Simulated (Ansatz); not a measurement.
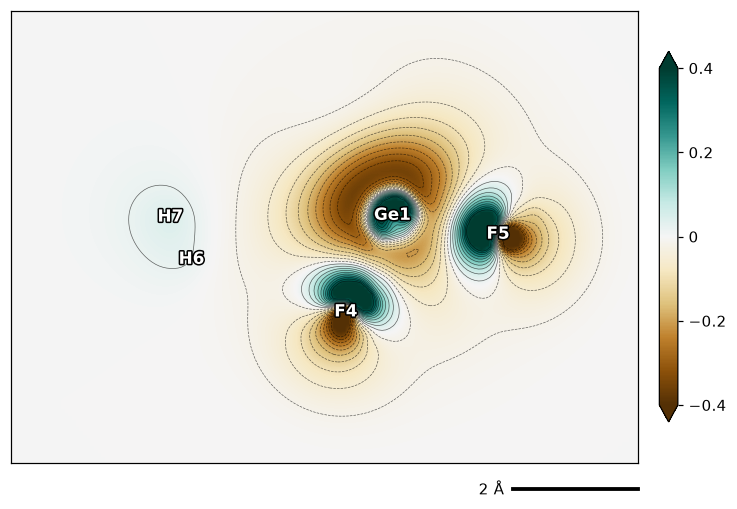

Cl2F2Ge···H2. The LUMO on the plane of atoms F4, Ge1 and F5 (values in Å⁻³ᐟ²; the overall sign is arbitrary).

The calculation used RKS r2SCAN-D4/def2-SVP (Ansatz).

```yaml
atoms:
  - { symbol: Ge, position_ang: [-0.0850, -0.4236, 0.0322] }
  - { symbol: Cl, position_ang: [-0.2386, -0.7202, 2.1167] }
  - { symbol: Cl, position_ang: [1.8897, -0.6107, -0.6899] }
  - { symbol: F, position_ang: [-0.7036, 1.1226, -0.3792] }
  - { symbol: F, position_ang: [-1.0908, -1.5532, -0.7733] }
  - { symbol: H, position_ang: [0.9987, 2.5277, 1.0160] }
  - { symbol: H, position_ang: [1.5381, 2.3682, 1.5261] }
```

Question: Describe this orbital and give its energy.

Answer: Its weight (Hirshfeld) is mainly on Ge1 (about 35 %), Cl3 (about 25 %), Cl2 (about 20 %), F5 (about 10 %) and F4 (about 10 %). Its energy is −2.76 eV.
